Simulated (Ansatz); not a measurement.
Cl$_{4}$FHZr

```xyz
7

Zr   -0.1238    0.0000    0.0300
Cl    0.1453    0.0001    2.4473
Cl    2.1419   -0.0001   -0.5267
Cl   -0.8734    1.9610   -1.0050
Cl   -0.8735   -1.9610   -1.0049
F    -2.2895    0.0002    1.0949
H    -1.8673   -0.0002    1.9672
```

Core potentials replace the inner electrons of Zr.

These are results of Ansatz 0.2.0, RKS PBE/def2-SVP, not measurements.

Q: Predict the electron density and electron localisation function between the atoms.

A: Zr–Cl (2.33 Å): ρ at the midpoint is about 0.6 e/Å³; the ELF peaks at about 0.85 in the valence shell of Cl, 0.8 Å from its nucleus, and is about 0.35 at the midpoint.
Zr–F (2.41 Å): the density is about 0.27 e/Å³ at the midpoint; the ELF is about 0.10 at the midpoint.
F–H (0.97 Å): the density is about 4.2 e/Å³ at the midpoint; the ELF climbs to about 1 towards the hydrogen, as it does in any bond to H; an ordinary covalent bond to hydrogen.
Zr–Cl (2.43 Å): the density is about 0.49 e/Å³ at the midpoint; the ELF peaks at about 0.85 in the valence shell of Cl, 0.9 Å from its nucleus, and is about 0.30 at the midpoint.

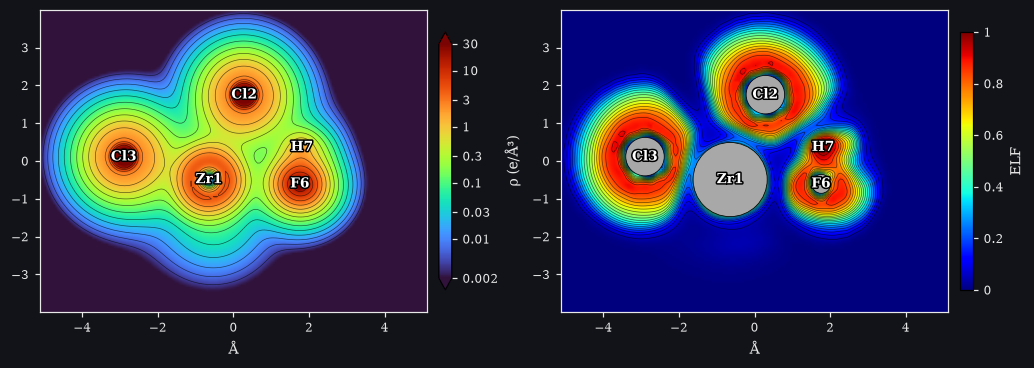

Computed electron density and electron localisation function on the plane of atoms Cl2, Zr1 and Cl3, in this order. Grey discs cover the atomic cores in the ELF map. 
